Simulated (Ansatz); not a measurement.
# Ge3N: one candidate structure, part 1 of 2

Where does Ge3N go from the start given, Li3N type (P6/mmm, No. 191)?

Method: DFT PBE, scalar-relativistic, plane waves, PAW, in Ansatz 0.2.0.

### Step 1. The system as given

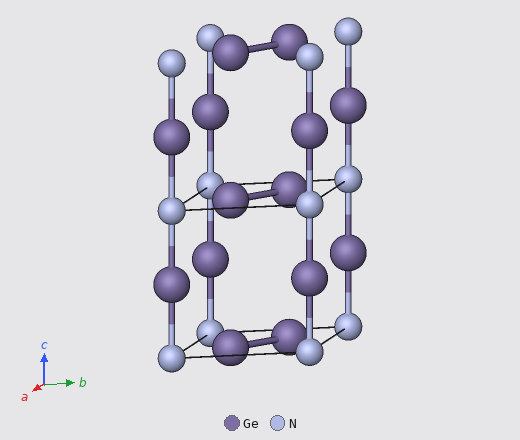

The starting structure, seen slightly off an axis (germanium purple, nitrogen light blue). 1×1×2 cells are drawn. Atoms on the faces are drawn again on the opposite ones.

Coordinates:

```
Ge N
1.0
     4.10205    0.00000    0.00000
    -2.05102    3.55248    0.00000
     0.00000    0.00000    4.32929
Ge N
3 1
Cartesian
  0.0000 0.0000 2.1646
  0.0000 2.3683 0.0000
  2.0510 1.1842 0.0000
  0.0000 0.0000 0.0000
```

This is candidate A: Li3N type (P6/mmm, No. 191).

### Step 2. Quick check of gap, pressure and forces (candidate A)

Contents of input.yaml:

```yaml
crystal:
  lattice:
    - [4.1020476421, 0.0, 0.0]
    - [-2.0510238211, 3.5524774657, 0.0]
    - [0.0, 0.0, 4.3292856124]
  atoms:
    - { symbol: Ge, position: [0.0, 0.0, 0.5] }
    - { symbol: Ge, position: [0.3333333333, 0.6666666667, 0.0] }
    - { symbol: Ge, position: [0.6666666667, 0.3333333333, 0.0] }
    - { symbol: "N", position: [0.0, 0.0, 0.0] }
basis:
  ecutwfc: 420
kpoints:
  mp_grid: { grid: [6, 6, 4] }
hamiltonian:
  xc: pbe
scf:
  occupations: { method: gaussian, width: 0.1 }
  lower_state_search: "off"
output:
  forces: true
  stress: true
  eigenvalues: true
```

Started as:

```console
$ ansatz run input.yaml --threads 1 --pin off --max-ram 2560MiB --backend cpu --events-out ev --progress --plain --runs-dir out
```

Log, shortened:

```text
[...]
SCF converged after 9 iterations
Free energy (F): -13263.868794 eV
[...]
E sigma→0 (E₀):  -13263.863986 eV
Entropy (-TS):   -0.009617 eV (-2.404 meV/atom)
Fermi energy:    11.031208 eV
[...]
--- Forces (eV/Å), atoms counted from 1 ---
  atom   1  Ge    -0.00000000     0.00000000     0.00000000
  atom   2  Ge     0.00000000    -0.00000000     0.00000000
  atom   3  Ge    -0.00000000     0.00000000     0.00000000
  atom   4  N     -0.00000000     0.00000000     0.00000000
[...]
--- Stress (GPa, compression-positive) ---
       24.384733       0.000000       0.000000
        0.000000      24.384733       0.000000
        0.000000       0.000000       0.652834
  P = ⅓ Tr σ = 16.4741 GPa (164.741 kbar)
--- Band table (eV; the first three rows and the last of 21) ---
[...]
```

Wall time 2.3 s (1 thread of Arm Neoverse V1, shared host); peak memory 0.32 GiB.

The probe gives pressure 16.5 GPa, largest force 0.00 eV/Å, gap on this mesh none (metal). Stress or forces are large, so a loose relaxation on a coarse mesh comes first.

### Step 3. A loose first relaxation (candidate A)

Changes to input.yaml since step 2:

```diff
@@ -23 +23,6 @@
   eigenvalues: true
+relax:
+  adjacent_minimum: "off"
+  f_tol: 0.04
+  max_steps: 70
+  cell: { stress_tol: 0.4 }
```

Started as:

```console
$ ansatz run input.yaml --threads 1 --pin off --max-ram 2560MiB --backend cpu --events-out ev --progress --plain --runs-dir out
```

Log:

```text
Warning: RAYON_NUM_THREADS=1 ignored (pool sized by the plan → 1); use --threads N
Engine: ansatz 0.2.0, aarch64-unknown-linux-gnu
Pseudopotentials: kind: paw
Pseudopotential: Ge, paw, valence charge 14, recommended cutoff 420 eV (normal), Ge.paw.azcp
Pseudopotential: N, paw, valence charge 5, recommended cutoff 420 eV (normal), N.paw.azcp
Functional definition: PBE
  parameter kappa = 0.804
  parameter beta = 0.06672455060314922
  exchange = pbe_x(kappa = kappa, mu = beta*pi^2/3)
  correlation = pbe_c(beta = beta)
Crystal: 4 atoms, lattice volume = 63.088 Å³
Basis set: ecut = 420 eV, 1203 PW (Γ), exchange–correlation on 60×60×60 points (8 copies of the dense FFT grid, shifted against one another)
Bands: 29, of which v1, the nominal top of the filled ones, is band 24 counted from 1 (23 counted from 0)
Symmetry: 24 space group operations
Space group: P6/mmm (ITA 191), of the structure as read, at distance tolerance 4.0e-5 Å
k-points: 21 of 144
Non-local potential: Ge, projectors of the file, l = 0: 2, l = 1: 2, l = 2: 3, l = 3: 1
Non-local potential: N, projectors of the file, l = 0: 2, l = 1: 2, l = 2: 1
PAW form: soft (Blöchl's): semilocal exchange-correlation on the pseudo side does not see the compensation charge
PAW one-centre angular grid: Ge, 590 points (default); XC on 64 Gauss nodes
PAW one-centre angular grid: N, 110 points (default); XC on 64 Gauss nodes
Initial density: superposition of atomic densities (neutral atoms: chi_scale 0, normalization atom), corrected by the library's trained network
Initial wavefunctions: pseudopotential atomic-orbital guess
Functional: x = pbe(κ = 0.804, μ = 0.2195149727645171), c = pbe(β = 0.06672455060314922)
SCF iter   1: F=—  HF=-13263.899099 eV  |F-HF|=—  |Δ(HF+E_count)|=         —  Δρ=1.44e-2  dr2=1.96e-1  ethr=1.77e-3  ⟨swp⟩=5.4  Hψ=2395  notcnv=0
preconditioner: auto → Kerker (q_TF=auto, 2.598 Å⁻¹)  [metal: Δε(μ)=0.067 eV  Ē_g=21.366 eV  σ=0.100 eV  W_gap=0.36  n_scr=20 (ndim 8)  ℏωp=32.1 eV  f_vac=0.000  D(μ)=2.15/eV (n_scr^D=20)]
SCF iter   2: F=—  HF=-13263.877851 eV  |F-HF|=—  |Δ(HF+E_count)|=   2.12e-2  Δρ=7.48e-3  dr2=5.55e-2  ethr=4.17e-4  ⟨swp⟩=1.1  Hψ=779  notcnv=0
SCF iter   3: F=—  HF=-13263.869940 eV  |F-HF|=—  |Δ(HF+E_count)|=   7.91e-3  Δρ=1.82e-3  dr2=1.73e-3  ethr=1.18e-4  ⟨swp⟩=2.5  Hψ=872  notcnv=0
SCF iter   4: F=—  HF=-13263.868938 eV  |F-HF|=—  |Δ(HF+E_count)|=   1.00e-3  Δρ=8.43e-4  dr2=5.14e-4  ethr=3.68e-6  ⟨swp⟩=2.0  Hψ=1064  notcnv=0
SCF iter   5: F=—  HF=-13263.868800 eV  |F-HF|=—  |Δ(HF+E_count)|=   1.38e-4  Δρ=3.99e-4  dr2=1.30e-4  ethr=1.09e-6  ⟨swp⟩=2.0  Hψ=657  notcnv=0
SCF iter   6: F=—  HF=-13263.868747 eV  |F-HF|=—  |Δ(HF+E_count)|=   5.27e-5  Δρ=1.28e-4  dr2=1.37e-5  ethr=2.76e-7  ⟨swp⟩=2.0  Hψ=998  notcnv=0
SCF iter   7: F=—  HF=-13263.868794 eV  |F-HF|=—  |Δ(HF+E_count)|=   4.67e-5  Δρ=3.86e-5  dr2=1.06e-6  ethr=2.92e-8  ⟨swp⟩=2.0  Hψ=1081  notcnv=0
SCF iter   8: F=—  HF=-13263.868794 eV  |F-HF|=—  |Δ(HF+E_count)|=   2.60e-7  Δρ=1.31e-5  dr2=1.38e-7  ethr=2.26e-9  ⟨swp⟩=2.0  Hψ=997  notcnv=0
SCF iter   9: F=-13263.868794 eV  HF=-13263.868794 eV  |F-HF|=4.23e-9  |Δ(HF+E_count)|=   3.03e-8  Δρ=2.86e-6  dr2=1.11e-8  ethr=2.13e-10  ⟨swp⟩=7.2  Hψ=2101  notcnv=0
SCF 1 converged in 9 iterations: F = -13263.868794 eV  dr2 = 1.11e-8
relax step   1: F+E_penalty+E_count = -13263.86879385 eV  Δ(F+E_penalty+E_count) = +0.000e0 eV  max|allowed force component| = 1.480e-16 eV/Å  Δτ_max = 0.0000 Å  P = +16.474 GPa  Ω = 63.088 Å³  (9 SCF iters, dr2 threshold 1.00e-7 eV, accepted)
Crystal: 4 atoms, lattice volume = 69.460 Å³
Basis set: ecut = 420 eV, 1329 PW (Γ), exchange–correlation on 60×60×60 points (8 copies of the dense FFT grid, shifted against one another)
Initial density: handed on by an earlier stage of this run
Initial wavefunctions: those handed on with the density
iter 1 solved again at ethr=1.14e-4 eV; its pass at ethr=3.10e-3 eV (dr2=5.38e-2 eV) is discarded
SCF iter   1: F=—  HF=-13264.494956 eV  |F-HF|=—  |Δ(HF+E_count)|=         —  Δρ=7.29e-3  dr2=5.51e-2  ethr=1.14e-4  ⟨swp⟩=1.0  Hψ=2966  notcnv=0
preconditioner: auto → Kerker (q_TF=auto, 2.556 Å⁻¹)  [metal: Δε(μ)=0.039 eV  Ē_g=20.957 eV  σ=0.100 eV  W_gap=0.22  n_scr=20 (ndim 8)  ℏωp=30.5 eV  f_vac=0.000  D(μ)=2.36/eV (n_scr^D=20)]
SCF iter   2: F=—  HF=-13264.489297 eV  |F-HF|=—  |Δ(HF+E_count)|=   5.66e-3  Δρ=4.16e-3  dr2=2.21e-2  ethr=1.14e-4  ⟨swp⟩=1.0  Hψ=610  notcnv=0
SCF iter   3: F=—  HF=-13264.484635 eV  |F-HF|=—  |Δ(HF+E_count)|=   4.66e-3  Δρ=9.98e-4  dr2=1.92e-3  ethr=4.70e-5  ⟨swp⟩=2.0  Hψ=694  notcnv=0
SCF iter   4: F=—  HF=-13264.484197 eV  |F-HF|=—  |Δ(HF+E_count)|=   4.38e-4  Δρ=4.51e-4  dr2=1.34e-4  ethr=4.08e-6  ⟨swp⟩=2.0  Hψ=1025  notcnv=0
SCF iter   5: F=—  HF=-13264.484001 eV  |F-HF|=—  |Δ(HF+E_count)|=   1.96e-4  Δρ=1.74e-4  dr2=2.38e-5  ethr=2.85e-7  ⟨swp⟩=2.0  Hψ=1094  notcnv=0
SCF iter   6: F=—  HF=-13264.484001 eV  |F-HF|=—  |Δ(HF+E_count)|=   1.15e-7  Δρ=4.92e-5  dr2=2.35e-6  ethr=5.07e-8  ⟨swp⟩=2.7  Hψ=918  notcnv=0
SCF iter   7: F=-13264.484001 eV  HF=-13264.484001 eV  |F-HF|=1.09e-7  |Δ(HF+E_count)|=   2.00e-9  Δρ=1.54e-5  dr2=3.92e-7  ethr=8.51e-10  ⟨swp⟩=5.1  Hψ=2350  notcnv=0
SCF 2 converged in 7 iterations: F = -13264.484001 eV  dr2 = 3.92e-7
relax step   2: F+E_penalty+E_count = -13264.48400109 eV  Δ(F+E_penalty+E_count) = -6.152e-1 eV  max|allowed force component| = 1.480e-16 eV/Å  Δτ_max = 0.0000 Å  P = +4.453 GPa  Ω = 69.460 Å³  energy of the carried Pulay correction = -6.030e-3 eV  (7 SCF iters, dr2 threshold 4.00e-7 eV, accepted)
Crystal: 4 atoms, lattice volume = 72.197 Å³
Basis set: ecut = 420 eV, 1425 PW (Γ), exchange–correlation on 60×60×60 points (8 copies of the dense FFT grid, shifted against one another)
iter 1 solved again at ethr=1.73e-5 eV; its pass at ethr=3.10e-3 eV (dr2=8.11e-3 eV) is discarded
SCF iter   1: F=—  HF=-13264.654601 eV  |F-HF|=—  |Δ(HF+E_count)|=         —  Δρ=3.20e-3  dr2=8.82e-3  ethr=1.73e-5  ⟨swp⟩=2.1  Hψ=3279  notcnv=0
preconditioner: auto → Kerker (q_TF=auto, 2.540 Å⁻¹)  [metal: Δε(μ)=0.032 eV  Ē_g=20.765 eV  σ=0.100 eV  W_gap=0.18  n_scr=20 (ndim 8)  ℏωp=30.0 eV  f_vac=0.000  D(μ)=2.62/eV (n_scr^D=20)]
SCF iter   2: F=—  HF=-13264.653668 eV  |F-HF|=—  |Δ(HF+E_count)|=   9.33e-4  Δρ=1.79e-3  dr2=3.17e-3  ethr=1.73e-5  ⟨swp⟩=1.0  Hψ=609  notcnv=0
SCF iter   3: F=—  HF=-13264.653097 eV  |F-HF|=—  |Δ(HF+E_count)|=   5.71e-4  Δρ=3.91e-4  dr2=1.82e-4  ethr=6.74e-6  ⟨swp⟩=2.1  Hψ=708  notcnv=0
SCF iter   4: F=—  HF=-13264.653013 eV  |F-HF|=—  |Δ(HF+E_count)|=   8.41e-5  Δρ=1.45e-4  dr2=1.70e-5  ethr=3.87e-7  ⟨swp⟩=2.0  Hψ=1103  notcnv=0
SCF iter   5: F=—  HF=-13264.653000 eV  |F-HF|=—  |Δ(HF+E_count)|=   1.25e-5  Δρ=5.11e-5  dr2=1.78e-6  ethr=3.62e-8  ⟨swp⟩=2.0  Hψ=1091  notcnv=0
SCF iter   6: F=-13264.653000 eV  HF=-13264.653000 eV  |F-HF|=1.32e-7  |Δ(HF+E_count)|=   7.67e-8  Δρ=1.12e-5  dr2=1.70e-7  ethr=8.51e-10  ⟨swp⟩=5.1  Hψ=2510  notcnv=0
SCF 3 converged in 6 iterations: F = -13264.653000 eV  dr2 = 1.70e-7
relax step   3: F+E_penalty+E_count = -13264.65300018 eV  Δ(F+E_penalty+E_count) = -1.690e-1 eV  max|allowed force component| = 1.064e-16 eV/Å  Δτ_max = 0.0000 Å  P = +0.687 GPa  Ω = 72.197 Å³  energy of the carried Pulay correction = -8.381e-3 eV  (6 SCF iters, dr2 threshold 4.00e-7 eV, accepted)
[... from here on, the SCF cycles and remarks between the steps are left out ...]
relax step   4: F+E_penalty+E_count = -13264.72967216 eV  Δ(F+E_penalty+E_count) = -7.667e-2 eV  max|allowed force component| = 7.401e-17 eV/Å  Δτ_max = 0.0000 Å  P = +2.001 GPa  Ω = 71.986 Å³  energy of the carried Pulay correction = -8.074e-3 eV  (8 SCF iters, dr2 threshold 4.00e-7 eV, accepted)
relax step   5: F+E_penalty+E_count = -13264.74766753 eV  Δ(F+E_penalty+E_count) = -1.800e-2 eV  max|allowed force component| = 1.064e-16 eV/Å  Δτ_max = 0.0000 Å  P = +0.110 GPa  Ω = 74.154 Å³  energy of the carried Pulay correction = -9.755e-3 eV  (6 SCF iters, dr2 threshold 4.00e-7 eV, accepted)
relax step   6: F+E_penalty+E_count = -13264.79356227 eV  Δ(F+E_penalty+E_count) = -4.589e-2 eV  max|allowed force component| = 8.095e-17 eV/Å  Δτ_max = 0.0000 Å  P = -0.079 GPa  Ω = 74.285 Å³  energy of the carried Pulay correction = -9.973e-3 eV  (7 SCF iters, dr2 threshold 4.00e-7 eV, accepted)
relax step   7: F+E_penalty+E_count = -13264.79435352 eV  Δ(F+E_penalty+E_count) = -7.913e-4 eV  max|allowed force component| = 8.327e-17 eV/Å  Δτ_max = 0.0000 Å  P = +0.033 GPa  Ω = 74.227 Å³  energy of the carried Pulay correction = -9.909e-3 eV  (6 SCF iters, dr2 threshold 4.00e-7 eV, accepted)
relax step   8: F+E_penalty+E_count = -13264.86221051 eV  Δ(F+E_penalty+E_count) = -6.786e-2 eV  max|allowed force component| = 6.476e-17 eV/Å  Δτ_max = 0.0000 Å  P = +1.345 GPa  Ω = 74.227 Å³  stress off target by 1.82e0 GPa  SCF on the basis re-selected at this cell (its energy is not comparable with the rows above)  (8 SCF iters)
relax step   9: F+E_penalty+E_count = -13264.86923634 eV  Δ(F+E_penalty+E_count) = -7.026e-3 eV  max|allowed force component| = 8.789e-17 eV/Å  Δτ_max = 0.0000 Å  P = +0.674 GPa  Ω = 75.100 Å³  energy of the carried Pulay correction = -8.929e-4 eV  (6 SCF iters, dr2 threshold 4.00e-7 eV, accepted)
relax step  10: F+E_penalty+E_count = -13264.87018426 eV  Δ(F+E_penalty+E_count) = -9.479e-4 eV  max|allowed force component| = 1.850e-17 eV/Å  Δτ_max = 0.0000 Å  P = +0.008 GPa  Ω = 75.895 Å³  energy of the carried Pulay correction = -1.748e-3 eV  (6 SCF iters, dr2 threshold 4.00e-7 eV, accepted)
iter 1 solved again at ethr=1.43e-7 eV; its pass at ethr=3.10e-3 eV (dr2=6.71e-5 eV) is discarded
SCF iter   1: F=—  HF=-13264.866191 eV  |F-HF|=—  |Δ(HF+E_count)|=         —  Δρ=9.50e-4  dr2=1.77e-5  ethr=1.43e-7  ⟨swp⟩=2.9  Hψ=3673  notcnv=0
preconditioner: auto → Resta (q_TF=auto, 2.519 Å⁻¹)  ε∞=3.0  [insulator: Δε(μ)=0.124 eV  Ē_g=20.490 eV  σ=0.100 eV  W_gap=0.60  n_scr=20 (ndim 8)  ℏωp=29.2 eV  f_vac=0.000  D(μ)=3.15/eV (n_scr^D=26)  ε∞_Penn≈3.0]
SCF iter   2: F=—  HF=-13264.870451 eV  |F-HF|=—  |Δ(HF+E_count)|=   4.26e-3  Δρ=4.79e-4  dr2=3.73e-6  ethr=3.76e-8  ⟨swp⟩=2.0  Hψ=758  notcnv=0
SCF iter   3: F=—  HF=-13264.871845 eV  |F-HF|=—  |Δ(HF+E_count)|=   1.39e-3  Δρ=4.67e-5  dr2=5.66e-8  ethr=7.93e-9  ⟨swp⟩=2.0  Hψ=758  notcnv=0
SCF iter   4: F=—  HF=-13264.871858 eV  |F-HF|=—  |Δ(HF+E_count)|=   1.31e-5  Δρ=1.91e-6  dr2=2.62e-9  ethr=1.20e-10  ⟨swp⟩=2.0  Hψ=781  notcnv=0
iter 5 did not close the SCF: its close was put off for the readings that it lacked (scf_convergence_deferred on its scf_iter line)
SCF iter   5: F=-13264.871858 eV  HF=-13264.871858 eV  |F-HF|=1.24e-9  |Δ(HF+E_count)|=   1.07e-9  Δρ=9.19e-7  dr2=5.48e-10  ethr=5.58e-12  ⟨swp⟩=2.0  Hψ=877  notcnv=0
SCF iter   6: F=-13264.871858 eV  HF=-13264.871858 eV  |F-HF|=1.46e-11  |Δ(HF+E_count)|=  4.95e-10  Δρ=2.74e-7  dr2=5.60e-11  ethr=1.17e-12  ⟨swp⟩=2.1  Hψ=1732  notcnv=0
SCF 11 converged in 6 iterations: F = -13264.871858 eV  dr2 = 5.60e-11
relax step  11: F+E_penalty+E_count = -13264.87185802 eV  Δ(F+E_penalty+E_count) = -1.674e-3 eV  max|allowed force component| = 1.850e-17 eV/Å  Δτ_max = 0.0000 Å  P = +0.005 GPa  Ω = 75.895 Å³  stress off target by 4.79e-2 GPa  SCF on the basis re-selected at this cell (its energy is not comparable with the rows above)  (6 SCF iters)
basis re-selected at this cell: Δ(F+E_penalty+E_count) = -1.674e-3 eV, ΔP = -0.003 GPa vs the last step (what re-selecting the basis moved, of the pressure what is left beyond the Pulay correction that the steps carried, after the strain that the cell walked since its last selection, with what the two solves' SCF thresholds leave and, on support functions, any second-order correction that the steps lacked; it is no measure of the basis error at this ecutwfc). This SCF's stress stands 4.79e-2 GPa from its target on what of the cell is left free (relax.cell.stress_tol is 4.00e-1 GPa) and its largest allowed force component is 1.85e-17 eV/Å (relax.f_tol is 4.00e-2 eV/Å): within both
SCF converged after 6 iterations
Free energy (F): -13264.871858 eV
Harris-Foulkes:  -13264.871858 eV  (|F-HF|=1.46e-11)
Internal energy: -13264.856124 eV  (E = F + TS)
E sigma→0 (E₀):  -13264.863991 eV
Entropy (-TS):   -0.015734 eV (-3.934 meV/atom)
Fermi energy:    8.446078 eV
--- Per-component energies (eV) ---
  E_band       = -446.626170
  E_kinetic    = 452.863257
  E_local      = -7275.511243  (includes V_loc(G=0)·N_el)
  E_nonlocal   = 1290.644857
  E_hartree    = 3141.633225
  E_xc         = -283.647332
  E_vxc        = -265.429629  (∫ρ·V_xc dr)
  E_paw        = -6172.781342  (= ΣΔE_a)
  E_vpaw       = -932.461070  (= ΣTr[D̂ρ^β])
  E_aug_tail   = 0.000935  (compensation charges beyond the density's cutoff)
  E_ewald      = -4418.058481
  E_smearing   = -0.015734  (= −TS)
  E_closure    = -0.000000  (closes the sum)
  Σ components = -13264.871858   (vs F -13264.871858, Δ=0.00e0)
--- Forces (eV/Å), atoms counted from 1 ---
  atom   1  Ge     0.00000000    -0.00000000     0.00000000
  atom   2  Ge     0.00000000    -0.00000000     0.00000000
  atom   3  Ge     0.00000000     0.00000000     0.00000000
  atom   4  N      0.00000000    -0.00000000     0.00000000
  max |Σ_I F_I| component: 1.58e-30 eV/Å
--- Stress (GPa, compression-positive) ---
        0.031941      -0.000000       0.000000
       -0.000000       0.031941       0.000000
        0.000000       0.000000      -0.047929
  P = ⅓ Tr σ = 0.0053 GPa (0.053 kbar)
--- Band table (eV; the first three rows and the last of 21) ---
  k-point 0: bands = ["-16.4487", "-16.4304", "-16.4304", "-16.4173", "-16.4173", "-16.3697", "-16.3697", "-16.3689", "-16.3689", "-16.3539", "-16.2929", "-16.2929", "-16.2777", "-16.2048", "-16.2048", "-6.9250", "-0.8681", "2.6755", "3.7049", "4.0957", "4.2114", "4.2114", "6.3738", "6.3738", "8.9692", "11.4821", "11.4821", "13.0724", "14.5354"]
  k-point 1: bands = ["-16.4449", "-16.4303", "-16.4303", "-16.4197", "-16.4197", "-16.3713", "-16.3713", "-16.3685", "-16.3685", "-16.3517", "-16.2911", "-16.2911", "-16.2621", "-16.2064", "-16.2064", "-6.7111", "-0.7741", "0.0604", "4.3358", "4.5713", "4.5713", "6.6064", "6.6064", "6.8374", "8.2259", "10.2757", "10.2757", "11.5802", "15.1095"]
  k-point 2: bands = ["-16.4412", "-16.4303", "-16.4303", "-16.4221", "-16.4221", "-16.3723", "-16.3723", "-16.3687", "-16.3687", "-16.3494", "-16.2894", "-16.2894", "-16.2463", "-16.2080", "-16.2080", "-6.4485", "-1.3528", "-0.4692", "4.6226", "5.0515", "5.0515", "6.4042", "6.8772", "6.8772", "9.1162", "9.1162", "10.4549", "11.1340", "13.7478"]
  k-point 20: bands = ["-16.4881", "-16.4429", "-16.4429", "-16.4264", "-16.3947", "-16.3947", "-16.3621", "-16.3500", "-16.3500", "-16.3089", "-16.2918", "-16.2918", "-16.2459", "-16.2117", "-16.2117", "-6.0753", "-0.8633", "-0.1688", "-0.1688", "5.4587", "5.4587", "6.6870", "6.7886", "6.7886", "10.0632", "12.0125", "12.0125", "12.6732", "12.6732"]
--- Relaxed structure (9 steps of the walk, 9 accepted, 2 SCFs on fresh bases) ---
  F+E_penalty+E_count = -13264.87185802 eV   max|allowed force component| = 1.850e-17 eV/Å   (the final SCF, on the basis selected at the relaxed cell)
  cell:  # Å, volume = 75.8949 Å³
    - [4.685946546477893, 3.2976506730945565e-11, 0.0]
    - [-2.342973273267505, 4.058148750009325, 0.0]
    - [0.0, 0.0, 3.9910528396156955]
  atoms:
    - { symbol: Ge, position: [1.4793556263056105e-34, 4.379451518686292e-34, 0.5] }
    - { symbol: Ge, position: [0.3333333333333333, 0.6666666666666669, 0.0] }
    - { symbol: Ge, position: [0.6666666666666669, 0.3333333333333334, 0.0] }
    - { symbol: N, position: [1.5113961935963103e-34, 1.49934800542215e-34, 0.0] }
```

Run time: 27 s. Hardware: 1 thread of Arm Neoverse V1, shared host; peak memory 0.34 GiB.

Step by step:

| step | E - E(step 1) (eV/cell) | largest force component (eV/Å) | pressure (GPa) | volume (Å³) |
| --- | --- | --- | --- | --- |
| 1 | 0.0000 | 0.0000 | 16.47 | 63.09 |
| 2 | -0.6152 | 0.0000 | 4.45 | 69.46 |
| 3 | -0.7842 | 0.0000 | 0.69 | 72.20 |
| 4 | -0.8609 | 0.0000 | 2.00 | 71.99 |
| 5 | -0.8789 | 0.0000 | 0.11 | 74.15 |
| 6 | -0.9248 | 0.0000 | -0.08 | 74.29 |
| 7 | -0.9256 | 0.0000 | 0.03 | 74.23 |
| 8 | -0.9934 | 0.0000 | 1.34 | 74.23 |
| 9 | -1.0004 | 0.0000 | 0.67 | 75.10 |
| 10 | -1.0014 | 0.0000 | 0.01 | 75.89 |
| 11 | -1.0031 | 0.0000 | 0.01 | 75.89 |

Step 1 is the start. Steps 8, 11 each repeat the geometry before them on a plane-wave basis chosen anew, so the energy can jump there without any move.

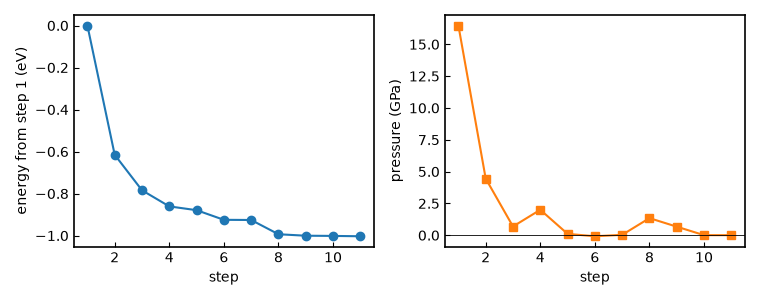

Energy and pressure along the relaxation.

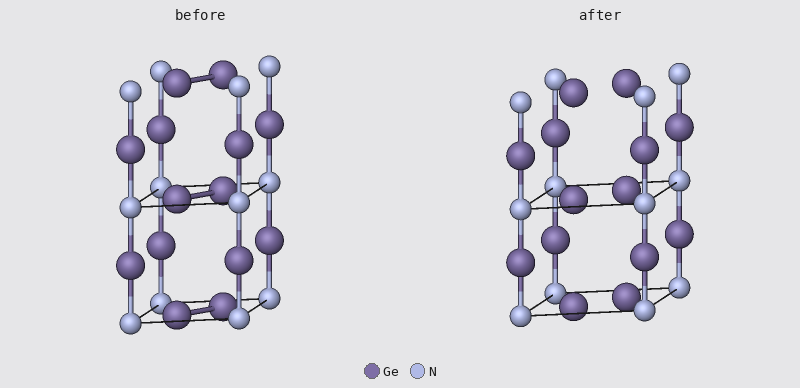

Before and after, at one scale.

|  | before | after | change |
| --- | --- | --- | --- |
| a (Å) | 4.102 | 4.686 | +14.2 % |
| b (Å) | 4.102 | 4.686 | +14.2 % |
| c (Å) | 4.329 | 3.991 | -7.8 % |
| volume (Å³/atom) | 15.77 | 18.97 | +20.3 % |
| shortest distance (Å) | 2.165 | 1.996 | -7.8 % |
| space group (0.01 Å) | P6/mmm | P6/mmm | same |

The run keeps the 24 symmetry operations of the start, so it could not have lowered the symmetry.

(Continued in part 2 of 2.)
